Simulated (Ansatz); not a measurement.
# Si4B: a trial structure relaxed

Where does this trial cell of Si4B go when cell and atoms are let free?

Program: Ansatz 0.2.0. Level of theory: DFT PBE, scalar-relativistic, plane waves, PAW, unless a step's input says otherwise. These are calculated values, not measurements.

## 1. The system as given

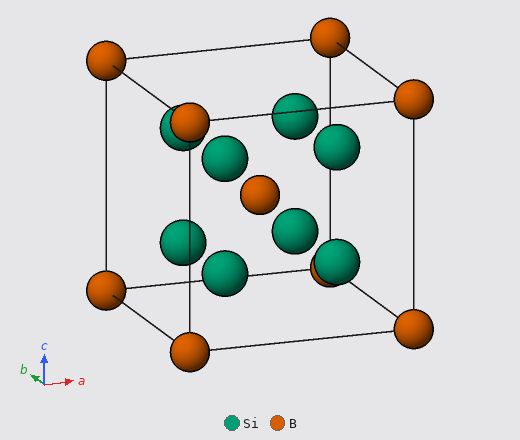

Start, viewed slightly off an axis; silicon teal, boron orange. Atoms on the faces are drawn again on the opposite ones. The cell drawn here is the conventional one.

As a file:

```xyz
5
Lattice="-2.5959 2.5959 2.5959 2.5959 -2.5959 2.5959 2.5959 2.5959 -2.5959" Properties=species:S:1:pos:R:3 pbc="T T T"
Si    1.2980    1.2980   -1.2980
Si    1.2980   -1.2980    1.2980
Si   -1.2980    1.2980    1.2980
Si    1.2980    1.2980    1.2980
B     0.0000    0.0000    0.0000
```

A structure generator made this guess: species swapped into a database cell of CrGa4 (Im-3m, No. 229), with B on the Cr sites and Si on the Ga sites. Lengths come from tabulated atomic sizes and are only a guess.

## 2. A first look at the guess

Input file input.yaml:

```yaml
crystal:
  lattice:
    - [-2.5959489, 2.5959489, 2.5959489]
    - [2.5959489, -2.5959489, 2.5959489]
    - [2.5959489, 2.5959489, -2.5959489]
  atoms:
    - { symbol: Si, position: [0.0, 0.0, 0.5] }
    - { symbol: Si, position: [0.0, 0.5, 0.0] }
    - { symbol: Si, position: [0.5, 0.0, 0.0] }
    - { symbol: Si, position: [0.5, 0.5, 0.5] }
    - { symbol: B, position: [0.0, 0.0, 0.0] }
basis:
  ecutwfc: 420
kpoints:
  mp_grid: { grid: [6, 6, 6] }
hamiltonian:
  xc: pbe
scf:
  occupations: { method: gaussian, width: 0.1 }
  lower_state_search: "off"
output:
  forces: true
  stress: true
  eigenvalues: true
```

Started as:

```
ansatz run input.yaml --threads 1 --pin off --max-ram 2560MiB --backend cpu --events-out ev --progress --plain --runs-dir out
```

What it wrote, shortened:

```text
Warning: RAYON_NUM_THREADS=1 ignored (pool sized by the plan → 1); use --threads N
[...]
Pseudopotentials: kind: paw
Pseudopotential: Si, paw, valence charge 4, recommended cutoff 420 eV (normal), Si.paw.azcp
Pseudopotential: B, paw, valence charge 3, recommended cutoff 420 eV (normal), B.paw.azcp
Functional definition: PBE
[...]
Crystal: 5 atoms, lattice volume = 69.976 Å³
Basis set: ecut = 420 eV, 1409 PW (Γ), exchange–correlation on 64×64×64 points (8 copies of the dense FFT grid, shifted against one another)
Bands: 15, of which v1, the nominal top of the filled ones, is band 10 counted from 1 (9 counted from 0)
Symmetry: 48 space group operations
Space group: Im-3m (ITA 229), of the structure as read, at distance tolerance 4.1e-5 Å
k-points: 16 of 216
[...]
SCF iter   1: F=—  HF=-2696.121746 eV  |F-HF|=—  |Δ(HF+E_count)|=         —  Δρ=2.99e-3  dr2=1.01e-2  ethr=1.77e-3  ⟨swp⟩=6.6  Hψ=1538  notcnv=0
[...]
SCF iter   6: F=-2696.121009 eV  HF=-2696.121009 eV  |F-HF|=3.20e-9  |Δ(HF+E_count)|=   1.46e-8  Δρ=2.37e-6  dr2=5.90e-9  ethr=5.26e-10  ⟨swp⟩=7.8  Hψ=1162  notcnv=0
[...]
SCF converged after 6 iterations
Free energy (F): -2696.121009 eV
[...]
E sigma→0 (E₀):  -2696.115248 eV
Entropy (-TS):   -0.011521 eV (-2.304 meV/atom)
Fermi energy:    9.371114 eV
[...]
--- Forces (eV/Å), atoms counted from 1 ---
  atom   1  Si     0.00000000     0.00000000    -0.00000000
  atom   2  Si     0.00000000    -0.00000000     0.00000000
  atom   3  Si     0.00000000    -0.00000000    -0.00000000
  atom   4  Si     0.00000000     0.00000000     0.00000000
  atom   5  B     -0.00000000     0.00000000     0.00000000
[...]
--- Stress (GPa, compression-positive) ---
       -1.273564       0.000000      -0.000000
       -0.000000      -1.273564       0.000000
       -0.000000      -0.000000      -1.273564
  P = ⅓ Tr σ = -1.2736 GPa (-12.736 kbar)
--- Band table (eV; the first three rows and the last of 16) ---
  k-point 0: bands = ["-4.7945", "3.5273", "3.5273", "3.5273", "5.0839", "5.0839", "5.0839", "5.4121", "6.4460", "6.4460", "6.4460", "10.6638", "10.6638", "14.5041", "14.5041"]
[...]
```

Wall time 1.9 s (1 thread of Intel Xeon at 2.70GHz, shared host); peak memory 0.34 GiB.

The probe gives pressure -1.3 GPa, largest force 0.00 eV/Å, gap on this mesh none (metal). The coarse relaxation is skipped.

## 3. Final relaxation

input.yaml: that of step 2 with these lines changed.

```diff
@@ -14,3 +14,3 @@
 kpoints:
-  mp_grid: { grid: [6, 6, 6] }
+  mp_grid: { grid: [10, 10, 10] }
 hamiltonian:
@@ -19,3 +19,2 @@
   occupations: { method: gaussian, width: 0.1 }
-  lower_state_search: "off"
 output:
@@ -24 +23,10 @@
   eigenvalues: true
+  write_density: true
+  write_potential: true
+  elf: true
+  volumetric_format: npy
+relax:
+  adjacent_minimum: "off"
+  f_tol: 0.01
+  max_steps: 80
+  cell: { stress_tol: 0.05 }
```

Started as:

```
ansatz run input.yaml --threads 1 --pin off --max-ram 2560MiB --backend cpu --events-out ev --progress --plain --runs-dir out
```

What it wrote:

```text
Warning: RAYON_NUM_THREADS=1 ignored (pool sized by the plan → 1); use --threads N
Engine: ansatz 0.2.0, x86_64-unknown-linux-gnu
Pseudopotentials: kind: paw
Pseudopotential: Si, paw, valence charge 4, recommended cutoff 420 eV (normal), Si.paw.azcp
Pseudopotential: B, paw, valence charge 3, recommended cutoff 420 eV (normal), B.paw.azcp
Functional definition: PBE
  parameter kappa = 0.804
  parameter beta = 0.06672455060314922
  exchange = pbe_x(kappa = kappa, mu = beta*pi^2/3)
  correlation = pbe_c(beta = beta)
Crystal: 5 atoms, lattice volume = 69.976 Å³
Basis set: ecut = 420 eV, 1409 PW (Γ), exchange–correlation on 64×64×64 points (8 copies of the dense FFT grid, shifted against one another)
Bands: 15, of which v1, the nominal top of the filled ones, is band 10 counted from 1 (9 counted from 0)
Symmetry: 48 space group operations
Space group: Im-3m (ITA 229), of the structure as read, at distance tolerance 4.1e-5 Å
k-points: 47 of 1000
Non-local potential: Si, projectors of the file, l = 0: 2, l = 1: 2, l = 2: 2
Non-local potential: B, projectors of the file, l = 0: 2, l = 1: 2, l = 2: 1
PAW form: soft (Blöchl's): semilocal exchange-correlation on the pseudo side does not see the compensation charge
PAW one-centre angular grid: Si, 110 points (default); XC on 64 Gauss nodes
PAW one-centre angular grid: B, 110 points (default); XC on 64 Gauss nodes
Initial density: superposition of atomic densities (neutral atoms: chi_scale 0, normalization atom), corrected by the library's trained network
Initial wavefunctions: pseudopotential atomic-orbital guess
Functional: x = pbe(κ = 0.804, μ = 0.2195149727645171), c = pbe(β = 0.06672455060314922)
SCF iter   1: F=—  HF=-2696.082838 eV  |F-HF|=—  |Δ(HF+E_count)|=         —  Δρ=4.63e-3  dr2=2.43e-2  ethr=1.77e-3  ⟨swp⟩=6.7  Hψ=4585  notcnv=0
preconditioner: auto → Kerker (q_TF=auto, 2.195 Å⁻¹)  [metal: Δε(μ)=0.043 eV  Ē_g=8.445 eV  σ=0.100 eV  W_gap=0.24  n_scr=12 (ndim 8)  ℏωp=19.3 eV  f_vac=0.000  D(μ)=1.54/eV (n_scr^D=12)]
SCF iter   2: F=—  HF=-2696.078229 eV  |F-HF|=—  |Δ(HF+E_count)|=   4.61e-3  Δρ=1.67e-3  dr2=2.49e-3  ethr=1.28e-4  ⟨swp⟩=1.0  Hψ=1082  notcnv=0
SCF iter   3: F=—  HF=-2696.078103 eV  |F-HF|=—  |Δ(HF+E_count)|=   1.25e-4  Δρ=4.31e-4  dr2=9.32e-5  ethr=1.31e-5  ⟨swp⟩=2.5  Hψ=1062  notcnv=0
SCF iter   4: F=—  HF=-2696.078210 eV  |F-HF|=—  |Δ(HF+E_count)|=   1.07e-4  Δρ=8.32e-5  dr2=6.47e-6  ethr=4.90e-7  ⟨swp⟩=2.3  Hψ=1099  notcnv=0
SCF iter   5: F=—  HF=-2696.078212 eV  |F-HF|=—  |Δ(HF+E_count)|=   1.74e-6  Δρ=1.49e-5  dr2=2.79e-7  ethr=3.41e-8  ⟨swp⟩=2.3  Hψ=1081  notcnv=0
SCF iter   6: F=-2696.078212 eV  HF=-2696.078212 eV  |F-HF|=9.45e-9  |Δ(HF+E_count)|=   5.67e-8  Δρ=2.87e-6  dr2=1.24e-8  ethr=5.26e-10  ⟨swp⟩=11.3  Hψ=4829  notcnv=0
SCF 1 converged in 6 iterations: F = -2696.078212 eV  dr2 = 1.24e-8
relax step   1: F+E_penalty+E_count = -2696.07821180 eV  Δ(F+E_penalty+E_count) = +0.000e0 eV  max|allowed force component| = 3.497e-30 eV/Å  Δτ_max = 0.0000 Å  P = -1.468 GPa  Ω = 69.976 Å³  (6 SCF iters, dr2 threshold 1.00e-7 eV, accepted)
Crystal: 5 atoms, lattice volume = 69.347 Å³
Initial density: handed on by an earlier stage of this run
Initial wavefunctions: those handed on with the density
iter 1 solved again at ethr=3.64e-6 eV; its pass at ethr=3.10e-3 eV (dr2=6.92e-4 eV) is discarded
SCF iter   1: F=—  HF=-2696.082587 eV  |F-HF|=—  |Δ(HF+E_count)|=         —  Δρ=6.61e-4  dr2=7.02e-4  ethr=3.64e-6  ⟨swp⟩=2.3  Hψ=4475  notcnv=0
preconditioner: auto → Kerker (q_TF=auto, 2.199 Å⁻¹)  [metal: Δε(μ)=0.038 eV  Ē_g=8.493 eV  σ=0.100 eV  W_gap=0.21  n_scr=12 (ndim 8)  ℏωp=19.4 eV  f_vac=0.000  D(μ)=1.57/eV (n_scr^D=12)]
SCF iter   2: F=—  HF=-2696.082420 eV  |F-HF|=—  |Δ(HF+E_count)|=   1.67e-4  Δρ=2.86e-4  dr2=1.23e-4  ethr=3.64e-6  ⟨swp⟩=1.6  Hψ=884  notcnv=0
SCF iter   3: F=—  HF=-2696.082398 eV  |F-HF|=—  |Δ(HF+E_count)|=   2.20e-5  Δρ=8.62e-5  dr2=6.13e-6  ethr=6.47e-7  ⟨swp⟩=2.5  Hψ=1079  notcnv=0
SCF iter   4: F=-2696.082398 eV  HF=-2696.082398 eV  |F-HF|=5.74e-8  |Δ(HF+E_count)|=   5.28e-8  Δρ=1.40e-5  dr2=1.71e-7  ethr=2.63e-9  ⟨swp⟩=7.5  Hψ=5023  notcnv=0
SCF 2 converged in 4 iterations: F = -2696.082398 eV  dr2 = 1.71e-7
relax step   2: F+E_penalty+E_count = -2696.08239803 eV  Δ(F+E_penalty+E_count) = -4.186e-3 eV  max|allowed force component| = 8.645e-31 eV/Å  Δτ_max = 0.0000 Å  P = -0.557 GPa  Ω = 69.347 Å³  energy of the carried Pulay correction = +1.917e-4 eV  (4 SCF iters, dr2 threshold 5.00e-7 eV, accepted)
Crystal: 5 atoms, lattice volume = 68.967 Å³
iter 1 solved again at ethr=1.43e-6 eV; its pass at ethr=3.10e-3 eV (dr2=2.73e-4 eV) is discarded
SCF iter   1: F=—  HF=-2696.083222 eV  |F-HF|=—  |Δ(HF+E_count)|=         —  Δρ=4.15e-4  dr2=2.76e-4  ethr=1.43e-6  ⟨swp⟩=2.1  Hψ=4448  notcnv=0
preconditioner: auto → Kerker (q_TF=auto, 2.201 Å⁻¹)  [metal: Δε(μ)=0.037 eV  Ē_g=8.520 eV  σ=0.100 eV  W_gap=0.20  n_scr=12 (ndim 8)  ℏωp=19.5 eV  f_vac=0.000  D(μ)=1.54/eV (n_scr^D=12)]
SCF iter   2: F=—  HF=-2696.083168 eV  |F-HF|=—  |Δ(HF+E_count)|=   5.40e-5  Δρ=1.82e-4  dr2=4.99e-5  ethr=1.43e-6  ⟨swp⟩=1.6  Hψ=870  notcnv=0
SCF iter   3: F=—  HF=-2696.083156 eV  |F-HF|=—  |Δ(HF+E_count)|=   1.20e-5  Δρ=5.54e-5  dr2=2.58e-6  ethr=2.63e-7  ⟨swp⟩=2.6  Hψ=1102  notcnv=0
SCF iter   4: F=-2696.083156 eV  HF=-2696.083156 eV  |F-HF|=2.29e-8  |Δ(HF+E_count)|=   1.16e-7  Δρ=8.91e-6  dr2=6.91e-8  ethr=2.63e-9  ⟨swp⟩=9.8  Hψ=5270  notcnv=0
SCF 3 converged in 4 iterations: F = -2696.083156 eV  dr2 = 6.91e-8
relax step   3: F+E_penalty+E_count = -2696.08315623 eV  Δ(F+E_penalty+E_count) = -7.582e-4 eV  max|allowed force component| = 3.346e-30 eV/Å  Δτ_max = 0.0000 Å  P = +0.020 GPa  Ω = 68.967 Å³  energy of the carried Pulay correction = +3.082e-4 eV  (4 SCF iters, dr2 threshold 5.00e-7 eV, accepted)
Basis set: ecut = 420 eV, 1409 PW (Γ), exchange–correlation on 60×60×60 points (8 copies of the dense FFT grid, shifted against one another)
Initial wavefunctions: pseudopotential atomic-orbital guess (no wavefunctions were taken with the density)
iter 1 solved again at ethr=2.28e-7 eV; its pass at ethr=3.10e-3 eV (dr2=4.33e-5 eV) is discarded
SCF iter   1: F=—  HF=-2696.082929 eV  |F-HF|=—  |Δ(HF+E_count)|=         —  Δρ=1.64e-5  dr2=7.44e-8  ethr=2.28e-7  ⟨swp⟩=3.0  Hψ=6470  notcnv=0
preconditioner: auto → Kerker (q_TF=auto, 2.201 Å⁻¹)  [metal: Δε(μ)=0.038 eV  Ē_g=8.520 eV  σ=0.100 eV  W_gap=0.21  n_scr=12 (ndim 8)  ℏωp=19.5 eV  f_vac=0.000  D(μ)=1.53/eV (n_scr^D=12)]
SCF iter   2: F=—  HF=-2696.082865 eV  |F-HF|=—  |Δ(HF+E_count)|=   6.45e-5  Δρ=9.72e-6  dr2=3.88e-8  ethr=3.91e-10  ⟨swp⟩=2.3  Hψ=1151  notcnv=0
SCF iter   3: F=—  HF=-2696.082865 eV  |F-HF|=—  |Δ(HF+E_count)|=   4.77e-8  Δρ=1.84e-6  dr2=9.04e-10  ethr=2.04e-10  ⟨swp⟩=2.4  Hψ=1144  notcnv=0
SCF iter   4: F=—  HF=-2696.082865 eV  |F-HF|=—  |Δ(HF+E_count)|=   1.72e-9  Δρ=5.47e-7  dr2=7.94e-11  ethr=4.76e-12  ⟨swp⟩=2.4  Hψ=1121  notcnv=0
SCF iter   5: F=-2696.082865 eV  HF=-2696.082865 eV  |F-HF|=9.55e-12  |Δ(HF+E_count)|=  1.38e-10  Δρ=1.27e-7  dr2=4.30e-12  ethr=1.00e-12  ⟨swp⟩=6.2  Hψ=3155  notcnv=0
SCF 4 converged in 5 iterations: F = -2696.082865 eV  dr2 = 4.30e-12
relax step   4: F+E_penalty+E_count = -2696.08286487 eV  Δ(F+E_penalty+E_count) = +2.914e-4 eV  max|allowed force component| = 3.741e-30 eV/Å  Δτ_max = 0.0000 Å  P = +0.013 GPa  Ω = 68.967 Å³  stress off target by 1.31e-2 GPa  SCF on the basis re-selected at this cell (its energy is not comparable with the rows above)  (5 SCF iters)
basis re-selected at this cell: Δ(F+E_penalty+E_count) = +2.914e-4 eV, ΔP = -0.007 GPa vs the last step (what re-selecting the basis moved, of the pressure what is left beyond the Pulay correction that the steps carried, after the strain that the cell walked since its last selection, with what the two solves' SCF thresholds leave and, on support functions, any second-order correction that the steps lacked; it is no measure of the basis error at this ecutwfc). The dense FFT grid was sized anew with the basis: this SCF ran on 30×30×30 points, the steps before it on 32×32×32, so part of this shift can come from that change (see relax.cell in the input reference). This SCF's stress stands 1.31e-2 GPa from its target on what of the cell is left free (relax.cell.stress_tol is 5.00e-2 GPa) and its largest allowed force component is 3.74e-30 eV/Å (relax.f_tol is 1.00e-2 eV/Å): within both
SCF converged after 5 iterations
Free energy (F): -2696.082865 eV
Harris-Foulkes:  -2696.082865 eV  (|F-HF|=9.55e-12)
Internal energy: -2696.075231 eV  (E = F + TS)
E sigma→0 (E₀):  -2696.079048 eV
Entropy (-TS):   -0.007634 eV (-1.527 meV/atom)
Fermi energy:    9.644174 eV
--- Per-component energies (eV) ---
  E_band       = 73.496992
  E_kinetic    = 211.421823
  E_local      = -52.986291  (includes V_loc(G=0)·N_el)
  E_nonlocal   = 113.569460
  E_hartree    = 20.363049
  E_xc         = -255.045337
  E_vxc        = -228.148650  (∫ρ·V_xc dr)
  E_paw        = -2128.046359  (= ΣΔE_a)
  E_vpaw       = -11.085464  (= ΣTr[D̂ρ^β])
  E_aug_tail   = 0.000023  (compensation charges beyond the density's cutoff)
  E_ewald      = -605.351599
  E_smearing   = -0.007634  (= −TS)
  E_closure    = 0.000000  (closes the sum)
  Σ components = -2696.082865   (vs F -2696.082865, Δ=0.00e0)
--- Forces (eV/Å), atoms counted from 1 ---
  atom   1  Si     0.00000000     0.00000000    -0.00000000
  atom   2  Si     0.00000000    -0.00000000     0.00000000
  atom   3  Si     0.00000000    -0.00000000    -0.00000000
  atom   4  Si    -0.00000000    -0.00000000     0.00000000
  atom   5  B     -0.00000000     0.00000000    -0.00000000
  max |Σ_I F_I| component: 1.02e-30 eV/Å
--- Stress (GPa, compression-positive) ---
        0.013082       0.000000      -0.000000
       -0.000000       0.013082       0.000000
        0.000000       0.000000       0.013082
  P = ⅓ Tr σ = 0.0131 GPa (0.131 kbar)
--- Band table (eV; the first three rows and the last of 47) ---
  k-point 0: bands = ["-4.7406", "3.6241", "3.6241", "3.6241", "5.3000", "5.3000", "5.3000", "5.5440", "6.5980", "6.5980", "6.5980", "10.7897", "10.7897", "14.7481", "14.7481"]
  k-point 1: bands = ["-4.6420", "2.8297", "3.2361", "3.6235", "4.8392", "5.0265", "5.8801", "6.1345", "6.5733", "7.0152", "7.2484", "11.1097", "11.3116", "13.5230", "14.0097"]
  k-point 2: bands = ["-4.3489", "1.5163", "2.6417", "3.6103", "4.2046", "4.5124", "6.5908", "6.9189", "7.0476", "8.0258", "8.4455", "11.9573", "11.9889", "12.7137", "12.8194"]
  k-point 46: bands = ["-1.0653", "-0.1785", "-0.1785", "-0.1785", "3.0934", "3.0934", "9.2976", "9.2976", "9.2976", "10.6718", "10.6718", "10.6718", "11.8477", "15.7157", "18.7584"]
--- Relaxed structure (3 steps of the walk, 3 accepted, 1 SCFs on fresh bases) ---
  F+E_penalty+E_count = -2696.08286487 eV   max|allowed force component| = 3.741e-30 eV/Å   (the final SCF, on the basis selected at the relaxed cell)
  cell:  # Å, volume = 68.9671 Å³
    - [-2.5834141319408688, 2.5834141319408688, 2.5834141319408688]
    - [2.5834141319408688, -2.5834141319408688, 2.5834141319408688]
    - [2.5834141319408688, 2.5834141319408688, -2.5834141319408688]
  atoms:
    - { symbol: Si, position: [0.0, 0.0, 0.49999999999999994] }
    - { symbol: Si, position: [0.0, 0.49999999999999994, 0.0] }
    - { symbol: Si, position: [0.49999999999999994, 0.0, 0.0] }
    - { symbol: Si, position: [0.49999999999999994, 0.49999999999999994, 0.49999999999999994] }
    - { symbol: B, position: [-8.655479576088053e-36, 9.397377825466887e-35, 6.058835703261548e-35] }
```

It took 13 s on 1 thread of Intel Xeon at 2.70GHz, shared host; peak memory 0.39 GiB.

The steps of the relaxation:

| step | E - E(step 1) (eV/cell) | largest force component (eV/Å) | pressure (GPa) | volume (Å³) |
| --- | --- | --- | --- | --- |
| 1 | 0.0000 | 0.0000 | -1.47 | 69.98 |
| 2 | -0.0042 | 0.0000 | -0.56 | 69.35 |
| 3 | -0.0049 | 0.0000 | 0.02 | 68.97 |
| 4 | -0.0047 | 0.0000 | 0.01 | 68.97 |

Step 1 is the start. Step 4 repeats the geometry before it on a plane-wave basis chosen anew for that cell, so its energy need not be comparable with the rows above.

Lengths and angles in the start's conventional setting:

|  | before | after | change |
| --- | --- | --- | --- |
| a (Å) | 5.192 | 5.167 | -0.5 % |
| b (Å) | 5.192 | 5.167 | -0.5 % |
| c (Å) | 5.192 | 5.167 | -0.5 % |
| volume (Å³/atom) | 14.00 | 13.79 | -1.4 % |
| shortest distance (Å) | 2.248 | 2.237 | -0.5 % |
| space group (0.01 Å) | Im-3m | Im-3m | same |

The run keeps the 48 symmetry operations of the start, so it could not have lowered the symmetry.

The maps below are laid out on this run's own conventional cell (a, b, c = 5.167, 5.167, 5.167 Å).

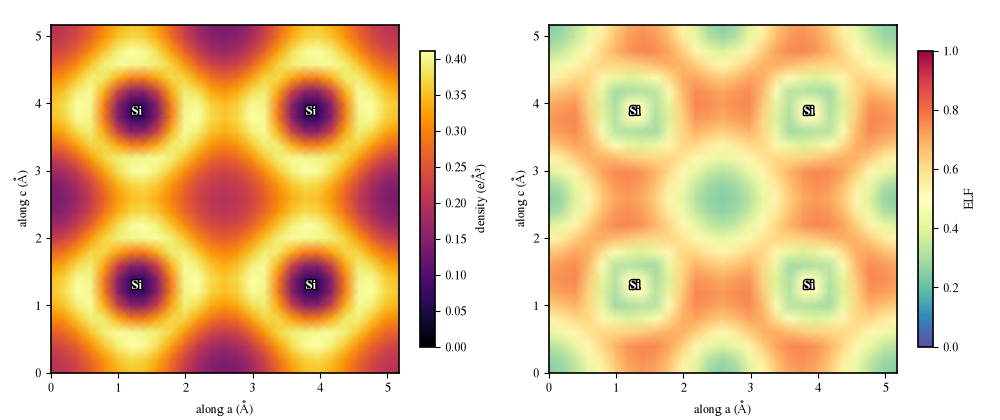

Density (left) and ELF (right) in a lattice plane of the grid's cell (edges 5.17 and 5.17 Å, at 0.250 of the third edge), which holds Si. Only atoms in the plane are labelled. Both are smooth fields of the valence electrons: close to the nuclei they are not physical.

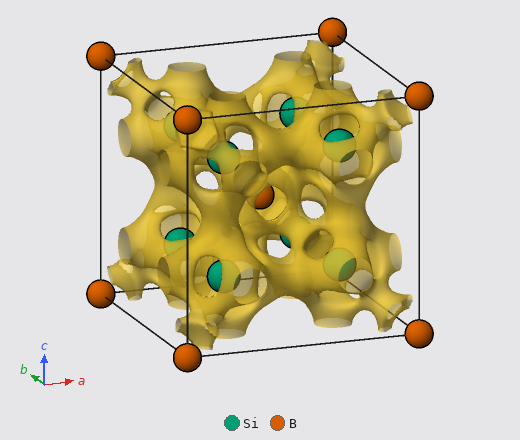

Surface of ELF = 0.65, drawn in one cell.

Maxima of ELF outside the ion cores: 0.77 on the Si–Si line, 0.9 Å from Si; 0.71 on the B–Si line, 0.8 Å from B.

## 4. Changing settings: xc pbesol, f_tol 0.005, max_displacement 0.1, ecutwfc left out

input.yaml: that of step 3 with these lines changed.

```diff
@@ -11,4 +11,2 @@
     - { symbol: B, position: [0.0, 0.0, 0.0] }
-basis:
-  ecutwfc: 420
 kpoints:
@@ -16,3 +14,3 @@
 hamiltonian:
-  xc: pbe
+  xc: pbesol
 scf:
@@ -21,12 +19,9 @@
   forces: true
+  eigenvalues: true
   stress: true
-  eigenvalues: true
-  write_density: true
-  write_potential: true
-  elf: true
-  volumetric_format: npy
 relax:
   adjacent_minimum: "off"
-  f_tol: 0.01
+  f_tol: 0.005
   max_steps: 80
   cell: { stress_tol: 0.05 }
+  max_displacement: 0.1
```

Started as:

```
ansatz run input.yaml --threads 1 --pin off --max-ram 2560MiB --backend cpu --events-out ev --progress --plain --runs-dir out
```

What it wrote, shortened:

```text
Warning: RAYON_NUM_THREADS=1 ignored (pool sized by the plan → 1); use --threads N
[...]
Pseudopotentials: kind: paw
Pseudopotential: Si, paw, valence charge 4, recommended cutoff 420 eV (normal), Si.paw.azcp
Pseudopotential: B, paw, valence charge 3, recommended cutoff 420 eV (normal), B.paw.azcp
Functional definition: PBEsol
[...]
Crystal: 5 atoms, lattice volume = 69.976 Å³
Basis set: ecut = 420 eV, 1409 PW (Γ), exchange–correlation on 64×64×64 points (8 copies of the dense FFT grid, shifted against one another)
Bands: 15, of which v1, the nominal top of the filled ones, is band 10 counted from 1 (9 counted from 0)
Symmetry: 48 space group operations
Space group: Im-3m (ITA 229), of the structure as read, at distance tolerance 4.1e-5 Å
k-points: 47 of 1000
[...]
SCF iter   1: F=—  HF=-2635.987574 eV  |F-HF|=—  |Δ(HF+E_count)|=         —  Δρ=5.93e-3  dr2=4.16e-2  ethr=1.77e-3  ⟨swp⟩=6.7  Hψ=4570  notcnv=0
[...]
       -0.000000       0.000000      -0.014372
  P = ⅓ Tr σ = -0.0144 GPa (-0.144 kbar)
--- Band table (eV; the first three rows and the last of 47) ---
  k-point 0: bands = ["-4.7031", "3.7321", "3.7321", "3.7321", "5.5718", "5.5718", "5.5718", "5.7441", "6.7667", "6.7667", "6.7667", "10.8408", "10.8408", "15.0634", "15.0634"]
[...]
--- Relaxed structure (4 steps of the walk, 4 accepted, 1 SCFs on fresh bases) ---
  F+E_penalty+E_count = -2636.00936100 eV   max|allowed force component| = 7.806e-32 eV/Å   (the final SCF, on the basis selected at the relaxed cell)
  cell:  # Å, volume = 67.4800 Å³
    - [-2.564710781352483, 2.564710781352483, 2.564710781352483]
    - [2.564710781352483, -2.564710781352483, 2.564710781352483]
    - [2.564710781352483, 2.564710781352483, -2.564710781352483]
  atoms:
    - { symbol: Si, position: [0.0, 0.0, 0.5] }
    - { symbol: Si, position: [0.0, 0.5, 0.0] }
    - { symbol: Si, position: [0.5, 0.0, 0.0] }
    - { symbol: Si, position: [0.5, 0.5, 0.5] }
    - { symbol: B, position: [-1.4219716446430098e-34, 3.919695750885442e-34, 2.9675929975157777e-34] }
```

Wall time 16 s (1 thread of Intel Xeon at 2.70GHz, shared host); peak memory 0.38 GiB.

```
    run     ending   energy change  pressure (GPa)  gap (eV)  force (eV/Å)  cycles  time
 step 3  converged               -             0.0      0.00          0.00       -  13 s
variant  converged  not comparable             0.0      0.00          0.00       -  16 s
```

After a change of functional the difference of the totals has no physical meaning; the final volume goes from 68.97 to 67.48 Å³. The walk settings changed too.

## 5. What came out

| quantity | value |
| --- | --- |
| symmetry at the end (tolerance 0.05 Å) | space group Im-3m (No. 229) |
| conventional cell | a = 5.167 Å, b = 5.167 Å, c = 5.167 Å, α = 90.00°, β = 90.00°, γ = 90.00° |
| volume | 13.79 Å³/atom |
| energy over the elements | +0.61 eV/atom |
| gap on the mesh | none (metal) |

The space group Im-3m (No. 229) is kept, and the volume per atom shrinks by 1.4 % from the first guess. With a positive formation energy it can't be a ground state. No finished test with a distortion of lower symmetry is shown, so the end may be a saddle point.
